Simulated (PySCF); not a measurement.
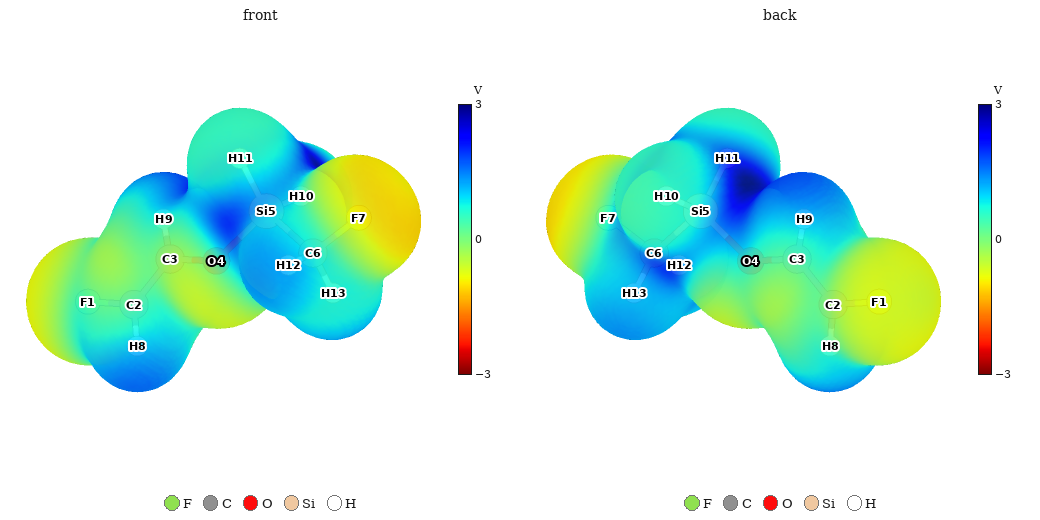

*C$_{3}$H$_{6}$F$_{2}$OSi (SMILES F/C=C/O[SiH2]CF). The electrostatic potential painted on the density surface at 0.004 e/bohr³, seen from the front and from behind; red is negative and blue positive.*

Geometry: GFN2-xTB.

These are results of PBE0/pcSseg-1, SCF density, gas phase, non-relativistic in PySCF, not measurements.

```xyz
13

F     3.8155    0.8710   -0.3468
C     2.5450    0.5082   -0.5877
C     1.6679    0.4370    0.4014
O     0.3922    0.0767    0.1827
Si   -0.8578   -0.0776    1.2232
C    -2.2335   -0.6213    0.0188
F    -3.4099   -0.8098    0.7161
H     2.3523    0.2977   -1.6271
H     1.9559    0.6689    1.4179
H    -0.5872   -1.1054    2.2290
H    -1.1770    1.2004    1.8600
H    -2.4504    0.1256   -0.7494
H    -2.0174   -1.5709   -0.4776
```

### Describe the electrostatic potential map.

The most negative region (about −1.1 V) lies over F7, the most positive (about +2.8 V) over Si5.

### What dipole moment does the calculation give?

Its dipole moment is 0.25 D.
